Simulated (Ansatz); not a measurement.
# UCCSD(T)/STO-3G run of CF (SMILES [C]F)

What is the vertical doublet–quartet gap of CF at UCCSD(T)/STO-3G? 

Program for the calculation: Ansatz 0.2.0.

51 further runs of the same task are left out: 9 that didn't finish, 42 set aside as unsound or not needed.

## (1) The system as given

CF: 2 atoms, total charge 0, spin state doublet. As SMILES, `[C]F`. Geometry: relaxed at GFN2-xTB.

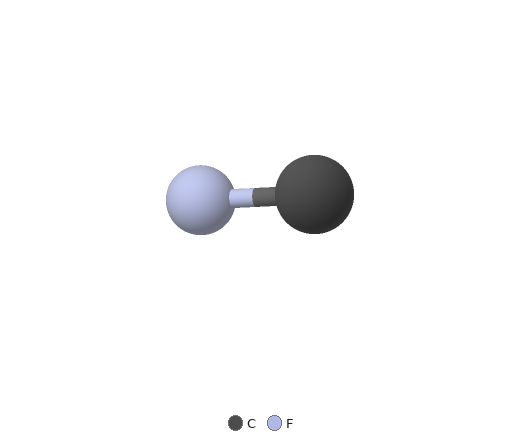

The structure, seen from a chosen angle (carbon dark grey, fluorine light blue).

## (2) The energy at UCCSD(T)/STO-3G

Input file run.yaml:

```yaml
crystal:
  periodic: [false, false, false]
  atoms:
    - {symbol: C, position_ang: [0.000000, 0.000000, 0.000000]}
    - {symbol: F, position_ang: [0.000000, 0.000000, 1.274400]}
basis:
  gaussian: {orbitals: STO-3G}
magnetization: {spin_polarized: true, initial_magnetization: 1}
correlation: {method: ccsd_t, frozen_orbitals: {C: 1, F: 1}}
accuracy: high
scf: {omitted_lower_state_checks: [cluster_reference, increment]}
```

Command:

```sh
ansatz run run.yaml --threads 1 --pin off --max-ram 2610MiB --events-out events.jsonl --progress --plain --runs-dir runs
```

Output, cut to the lines that bear on the results:

```text
Warning: RAYON_NUM_THREADS=1 ignored (pool sized by the plan → 1); use --threads N
Functional definition: HF
  name "HF"
[...]
149 factors; integrals over basis functions are off by at most 3.9e-8 eV
[...]
mean field -3681.81906555 eV, -135.3043550325 hartree, gradient 5.2e-8 eV, S^2 0.753315; 4 other end points of the search recorded, 0 dependent functions left out
2 core orbitals not correlated: weight in the atoms' cores, before any rotation towards them, 1.000 or more for the frozen orbitals, at most 0.000 for the correlated occupied ones
reference -3681.81906555 eV, -135.3043550325 hartree; 6, 5 occupied and 2, 3 virtual orbitals, 149 factors
second order -1.51775991 eV of doubles, -0.00000000 eV of singles
cycle   1  -1.64143204 eV  change   -1.2e-1 eV  update   8.5e-2
[...]
cycle  21  -1.90506322 eV  change   9.4e-11 eV  update  2.2e-10
perturbative correction -0.15141740 eV, -0.0055644870 hartree
Total energy: -3683.87554618 eV, -135.3799293015 hartree
Checks for a lower state left out: cluster_reference, increment
```

Run time: 0.34 s. Hardware: 1 thread of Arm Neoverse N1, shared host.

## (3) The quartet

Input file input.yaml:

```yaml
crystal:
  periodic: [false, false, false]
  atoms:
    - {symbol: C, position_ang: [0.000000, 0.000000, 0.000000]}
    - {symbol: F, position_ang: [0.000000, 0.000000, 1.274400]}
basis:
  gaussian:
    orbitals: STO-3G
magnetization:
  spin_polarized: true
  initial_magnetization: 3
correlation:
  method: ccsd_t
  frozen_orbitals: {C: 1, F: 1}
accuracy: high
scf:
  omitted_lower_state_checks: [cluster_reference, increment]
```

Command:

```sh
ansatz run input.yaml --threads 1 --pin off --max-ram 2610MiB --events-out events.jsonl --progress --plain --runs-dir runs
```

Output, cut to the lines that bear on the results:

```text
Warning: RAYON_NUM_THREADS=1 ignored (pool sized by the plan → 1); use --threads N
[... 2 set-up lines as earlier in the session ...]
[...]
149 factors; integrals over basis functions are off by at most 3.9e-8 eV
[...]
mean field -3679.74731365 eV, -135.2282195544 hartree, gradient 2.9e-8 eV, S^2 3.751479; 0 other end points of the search recorded, 0 dependent functions left out
2 core orbitals not correlated: weight in the atoms' cores, before any rotation towards them, 1.000 or more for the frozen orbitals, at most 0.000 for the correlated occupied ones
reference -3679.74731365 eV, -135.2282195544 hartree; 7, 4 occupied and 1, 4 virtual orbitals, 149 factors
second order -0.77622172 eV of doubles, -0.00000000 eV of singles
cycle   1  -0.92655466 eV  change   -1.5e-1 eV  update   4.5e-2
[...]
cycle  17  -1.05065320 eV  change  -1.6e-10 eV  update   1.3e-9
perturbative correction -0.03410406 eV, -0.0012533009 hartree
Total energy: -3680.83207091 eV, -135.2680836484 hartree
Checks for a lower state left out: cluster_reference, increment
```

Wall time 0.16 s (1 thread of Arm Neoverse N1, shared host).

## (4) What came out

At UCCSD(T)/STO-3G, 2 core orbitals frozen:

```
                                            quantity          value
                               doublet: total energy  -135.37993 Eh
doublet: correlation energy (2 core orbitals frozen)      -75.6 mEh
                             doublet: (T) correction      -5.56 mEh
          doublet: ⟨S²⟩ of the reference determinant          0.753
                              doublet: T1 diagnostic          0.023
                               quartet: total energy  -135.26808 Eh
quartet: correlation energy (2 core orbitals frozen)      -39.9 mEh
                             quartet: (T) correction      -1.25 mEh
          quartet: ⟨S²⟩ of the reference determinant          3.751
                              quartet: T1 diagnostic          0.014
    vertical energy of the quartet above the doublet       3.043 eV
```

In words: At this shape the quartet lies 3.04 eV (294 kJ/mol) above the doublet. In a minimal basis such a difference can be off by several eV, whatever the method. The triples (doublet) make up 7.4 % of the correlation energy. The triples (quartet) make up 3.1 % of the correlation energy.
